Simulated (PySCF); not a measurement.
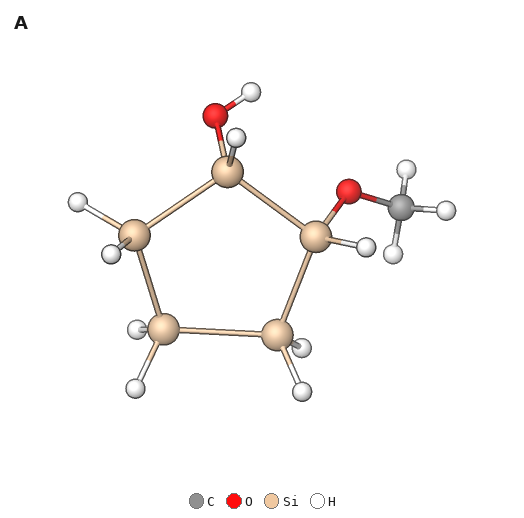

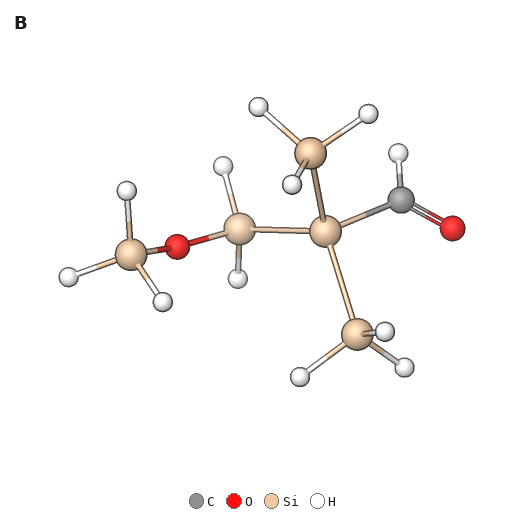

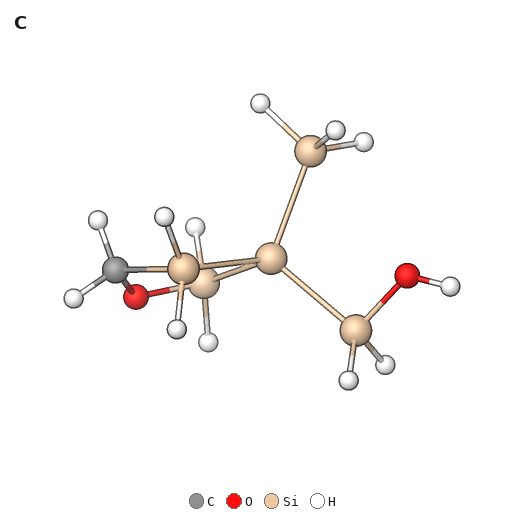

3 stationary structures of one formula. Geometries: GFN2-xTB. Electronic energies: PBE0/pcSseg-1 (PySCF 2.14.0), without zero-point energy. No frequency run is at hand to confirm each as a minimum. Each is one conformer, not always the lowest.

Are they conformers, stereoisomers or constitutional isomers?

Answer. They are constitutional isomers of CH12O2Si5: A `CO[Si@@H]1[SiH2][SiH2][SiH2][Si@@H]1O`, B `O=C[Si]([SiH3])([SiH3])[SiH2]O[SiH3]`, C `O[SiH2][Si@]1([SiH3])[SiH2]CO[SiH2]1`.

Rank them by energy, lowest first.

Answer. A is lowest; C lies 6.5 kcal/mol above it, B lies 23.8 kcal/mol above it.

The geometry is semi-empirical. Around Si such bond lengths and angles can be off by a tenth of an ångström or more and by several degrees, and values that hang on the shape move with them.
